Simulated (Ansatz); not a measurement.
## ZrH$_{3}$S$_{3}$F: geometry relaxation (part 2 of 2)

Continued. System: ZrH$_{3}$S$_{3}$F, SMILES [F][Zr]([SH])([SH])[SH]. Method: RKS PBE0-D4/def2-TZVP (Ansatz 0.2.0). The geometry: GFN2-xTB start.

Geometry of the input (Å):
```
F  -1.5565  0.0674  0.9061
Zr -0.1075  0.0708  -0.2475
S  1.7833  0.3611  1.2749
S  -0.1771  2.0055  -1.7384
S  -0.1338  -2.2226  -1.1051
H  1.3503  -0.6184  2.0870
H  0.1118  2.8454  -0.7256
H  -1.2705  -2.5092  -0.4514
```

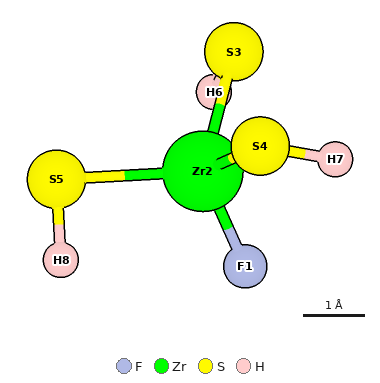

Figure 1. The geometry at step 6 of the log (ball-and-stick view, seen at a tilt; atoms are numbered from 1 in the order of the input).

The program's output, continued
```
relax step  11: F+E_penalty+E_count = -36547.07846857 eV  Δ(F+E_penalty+E_count) = -1.482e-5 eV  max|allowed force component| = 1.132e-2 eV/Å  Δτ_max = 0.0068 Å  (34 SCF iters, accepted)
these checks for a lower state are left out or cut short: starts, cluster_reference, orbital_swaps, neighbouring_geometries, increment
1500 factors; their error is unknown
mean field evaluation 96: about -36546.8481 eV, gradient 8.7e-6 eV
mean field -36546.84813304 eV, -1343.0718965457 hartree, gradient 8.7e-6 eV, S^2 0.000000; 0 other end points of the search recorded, 0 dependent functions left out
the calculation of the forces begins
reference -36546.84817782 eV, -1343.0718981913 hartree; 36, 36 occupied and 164, 164 virtual orbitals, 1500 factors
relax step  12: F+E_penalty+E_count = -36547.07847416 eV  Δ(F+E_penalty+E_count) = -5.589e-6 eV  max|allowed force component| = 2.209e-4 eV/Å  Δτ_max = 0.0019 Å  (26 SCF iters, accepted)
1500 factors; their error is unknown
mean field -36546.84813304 eV, -1343.0718965457 hartree, gradient 9.0e-6 eV, S^2 0.000000; 1 other end points of the search recorded, 0 dependent functions left out
the calculation of the forces begins
reference -36546.84817782 eV, -1343.0718981913 hartree; 36, 36 occupied and 164, 164 virtual orbitals, 1500 factors
Total energy: -36547.07851893 eV, -1343.0803630713 hartree
Atom 0 at    -1.558568     0.262657     1.183412 Å, force     0.000171     0.000069     0.000022 eV/Å
Atom 1 at    -0.064855     0.010911     0.048666 Å, force     0.000013     0.000112     0.000094 eV/Å
Atom 2 at     2.027754     0.220583     1.255822 Å, force    -0.000077    -0.000039    -0.000153 eV/Å
Atom 3 at    -0.015061     1.638526    -1.748142 Å, force     0.000029    -0.000221     0.000093 eV/Å
Atom 4 at    -0.076706    -2.185003    -0.979927 Å, force     0.000176     0.000074     0.000059 eV/Å
Atom 5 at     1.505755    -0.452611     2.302628 Å, force    -0.000055    -0.000037     0.000085 eV/Å
Atom 6 at    -0.407332     2.609151    -0.896378 Å, force    -0.000141    -0.000098    -0.000039 eV/Å
Atom 7 at    -1.410978    -2.104214    -1.166081 Å, force    -0.000115     0.000140    -0.000160 eV/Å
Dipole moment:    -0.218418     0.036512     0.166199 e Å
```

Trajectory as extended XYZ (Å, eV, eV/Å), 12 frames, from step=1 to step=12
```
8
Properties=species:S:1:pos:R:3:forces:R:3 step=1 energy=-36546.90817
F    -1.5565    0.0674    0.9061   -0.7099   0.0523   0.4468
Zr   -0.1075    0.0708   -0.2475    0.6418  -0.0947   0.1034
S     1.7833    0.3611    1.2749    0.0337   0.0987  -0.2763
S    -0.1771    2.0055   -1.7384    0.0680  -0.1361  -0.2135
S    -0.1338   -2.2226   -1.1051    0.1837   0.1414  -0.2298
H     1.3503   -0.6184    2.0870   -0.0710  -0.0660   0.0236
H     0.1118    2.8454   -0.7256   -0.0368  -0.0461   0.0953
H    -1.2705   -2.5092   -0.4514   -0.1095   0.0503   0.0505
8
Properties=species:S:1:pos:R:3:forces:R:3 step=2 energy=-36546.98753
F    -1.6488    0.1113    0.9585   -0.1808  -0.0065   0.2269
Zr   -0.1111    0.0564   -0.1193    0.1801   0.0825  -0.6276
S     1.8651    0.3814    1.2515   -0.0629  -0.0372  -0.0359
S    -0.1157    1.8734   -1.7703    0.0719  -0.2568   0.4178
S    -0.0972   -2.1577   -1.1666    0.0423   0.2964   0.1567
H     1.3268   -0.5808    2.0322    0.0755   0.0000   0.0970
H     0.0353    2.6728   -0.6826   -0.0498  -0.0148  -0.1650
H    -1.2544   -2.3568   -0.5034   -0.0763  -0.0636  -0.0699
8
Properties=species:S:1:pos:R:3:forces:R:3 step=3 energy=-36547.02344
F    -1.6441    0.1142    1.0062    0.0380   0.0132   0.0088
Zr   -0.1132    0.0563   -0.1018   -0.1263  -0.0268  -0.1125
S     1.8725    0.3795    1.2548   -0.0162  -0.1430   0.1064
S    -0.0977    1.8273   -1.7735    0.0573  -0.0128   0.2770
S    -0.0987   -2.1344   -1.1646   -0.1696   0.0365   0.1478
H     1.4021   -0.5513    2.1238    0.0766   0.1473  -0.1015
H    -0.0003    2.6837   -0.7223   -0.0478  -0.0726  -0.1800
H    -1.3207   -2.3754   -0.6226    0.1880   0.0582  -0.1461
8
Properties=species:S:1:pos:R:3:forces:R:3 step=4 energy=-36547.03824
F    -1.6398    0.1116    1.0552    0.0570   0.0100  -0.0313
Zr   -0.1172    0.0330   -0.0684   -0.0663  -0.0015   0.1132
S     1.8981    0.3655    1.2474   -0.0729  -0.1905   0.1379
S    -0.0730    1.7714   -1.7571    0.0284   0.2218   0.2065
S    -0.0856   -2.1360   -1.1549   -0.3779  -0.0745   0.1472
H     1.4365   -0.5139    2.1763    0.0858   0.1795  -0.1623
H    -0.0499    2.7079   -0.7666   -0.0414  -0.2242  -0.2325
H    -1.3693   -2.3394   -0.7319    0.3874   0.0795  -0.1786
8
Properties=species:S:1:pos:R:3:forces:R:3 step=5 energy=-36547.05934
F    -1.5777    0.2649    1.1256   -0.1291  -0.0420   0.0587
Zr   -0.1103    0.0243   -0.0358    0.1136  -0.0583  -0.0320
S     1.9467    0.2898    1.2124    0.0552   0.0095   0.0015
S    -0.0221    1.7391   -1.7400    0.0049   0.0200  -0.0169
S    -0.0642   -2.1721   -1.0855   -0.0215   0.0245   0.0354
H     1.4273   -0.4534    2.2118    0.0098  -0.0065   0.0194
H    -0.2072    2.6489   -0.7581   -0.0183   0.0126  -0.0423
H    -1.3927   -2.3416   -0.9305   -0.0147   0.0401  -0.0238
8
Properties=species:S:1:pos:R:3:forces:R:3 step=6 energy=-36547.07477
F    -1.5958    0.2284    1.1472   -0.0245   0.0046   0.0209
Zr   -0.0930    0.0168    0.0182    0.0381  -0.0107  -0.0133
S     1.9827    0.2874    1.2417   -0.0028  -0.0186  -0.0029
S    -0.0299    1.6766   -1.7475    0.0040  -0.0032   0.0044
S    -0.0663   -2.1832   -1.0057    0.0031   0.0114  -0.0027
H     1.4945   -0.4709    2.2459    0.0051   0.0071   0.0122
H    -0.2781    2.6422   -0.8368   -0.0186  -0.0012  -0.0145
H    -1.4141   -2.1973   -1.0630   -0.0043   0.0105  -0.0041
8
Properties=species:S:1:pos:R:3:forces:R:3 step=7 energy=-36547.07090 accepted=F
F    -1.5493    0.2348    1.1480    0.1676  -0.0119  -0.1122
Zr   -0.0423    0.0102    0.0138   -0.3101  -0.0050   0.1058
S     2.0314    0.1842    1.2419    0.1297   0.0579   0.0440
S     0.0279    1.6823   -1.7388   -0.0128   0.0102  -0.0347
S    -0.0813   -2.1642   -1.0557    0.0203  -0.0453   0.0081
H     1.4653   -0.4050    2.3145   -0.0105  -0.0378   0.0124
H    -0.4211    2.6134   -0.8713    0.0180   0.0113   0.0036
H    -1.4305   -2.1557   -1.0525   -0.0022   0.0206  -0.0269
8
Properties=species:S:1:pos:R:3:forces:R:3 step=8 energy=-36547.07713
F    -1.5843    0.2365    1.1607    0.0179   0.0039  -0.0057
Zr   -0.0812    0.0121    0.0311   -0.0009  -0.0015   0.0146
S     2.0063    0.2465    1.2411   -0.0021  -0.0029   0.0152
S    -0.0144    1.6614   -1.7455   -0.0140   0.0265   0.0243
S    -0.0676   -2.1854   -0.9942   -0.1121   0.0132  -0.0134
H     1.5020   -0.4548    2.2784    0.0032   0.0027  -0.0036
H    -0.3443    2.6338   -0.8665    0.0036  -0.0386  -0.0327
H    -1.4164   -2.1500   -1.1051    0.1044  -0.0033   0.0013
8
Properties=species:S:1:pos:R:3:forces:R:3 step=9 energy=-36547.07747
F    -1.5577    0.2479    1.1816    0.0332   0.0086  -0.0296
Zr   -0.0585    0.0123    0.0481   -0.0685   0.0075  -0.0085
S     2.0266    0.2340    1.2648    0.0168  -0.0047  -0.0093
S    -0.0004    1.6390   -1.7503   -0.0337   0.0442   0.0668
S    -0.0819   -2.1723   -1.0032   -0.0207  -0.0243   0.0045
H     1.5040   -0.4532    2.3016   -0.0015  -0.0062   0.0127
H    -0.4076    2.6071   -0.8984    0.0256  -0.0390  -0.0435
H    -1.4245   -2.1149   -1.1442    0.0487   0.0139   0.0068
8
Properties=species:S:1:pos:R:3:forces:R:3 step=10 energy=-36547.07845
F    -1.5594    0.2585    1.1810   -0.0013   0.0021   0.0004
Zr   -0.0645    0.0108    0.0471   -0.0006  -0.0017  -0.0006
S     2.0264    0.2234    1.2568    0.0014  -0.0007  -0.0012
S    -0.0132    1.6400   -1.7482   -0.0014   0.0006   0.0002
S    -0.0769   -2.1836   -0.9848    0.0001  -0.0004   0.0018
H     1.5055   -0.4531    2.3020   -0.0005  -0.0004   0.0003
H    -0.4048    2.6104   -0.8959    0.0003   0.0003   0.0003
H    -1.4132   -2.1065   -1.1581    0.0019   0.0002  -0.0013
8
Properties=species:S:1:pos:R:3:forces:R:3 step=11 energy=-36547.07847
F    -1.5593    0.2616    1.1822   -0.0024   0.0009   0.0032
Zr   -0.0650    0.0109    0.0483    0.0033   0.0003  -0.0017
S     2.0275    0.2213    1.2557   -0.0020  -0.0009   0.0008
S    -0.0152    1.6390   -1.7480   -0.0004   0.0019   0.0009
S    -0.0765   -2.1851   -0.9802   -0.0109   0.0003  -0.0022
H     1.5060   -0.4527    2.3023    0.0006   0.0006  -0.0009
H    -0.4059    2.6102   -0.8959    0.0005  -0.0028  -0.0015
H    -1.4115   -2.1052   -1.1646    0.0113  -0.0003   0.0014
8
Properties=species:S:1:pos:R:3:forces:R:3 step=12 energy=-36547.07847
F    -1.5586    0.2627    1.1834    0.0002   0.0001   0.0000
Zr   -0.0649    0.0109    0.0487    0.0000   0.0001   0.0001
S     2.0278    0.2206    1.2558   -0.0001   0.0000  -0.0002
S    -0.0151    1.6385   -1.7481    0.0000  -0.0002   0.0001
S    -0.0767   -2.1850   -0.9799    0.0002   0.0001   0.0001
H     1.5058   -0.4526    2.3026   -0.0001   0.0000   0.0001
H    -0.4073    2.6092   -0.8964   -0.0001  -0.0001   0.0000
H    -1.4110   -2.1042   -1.1661   -0.0001   0.0001  -0.0002
```

Results in brief

| quantity | value |
| --- | --- |
| outcome | converged |
| total energy | −36547.0785 eV |
| mean-field energy | −36546.8482 eV |
| dispersion energy | −0.2303 eV |
| SCF solution under orbital rotations | stable |
| largest force (length of the vector) at the end | under 0.001 eV/Å |
| dipole moment | 1.33 D |
| hardware | 4 threads of Arm Neoverse V1, 23 GiB of memory available, shared host |
| wall time | 59 s (CPU time 3.7 min) |
| peak memory | 0.65 GiB |
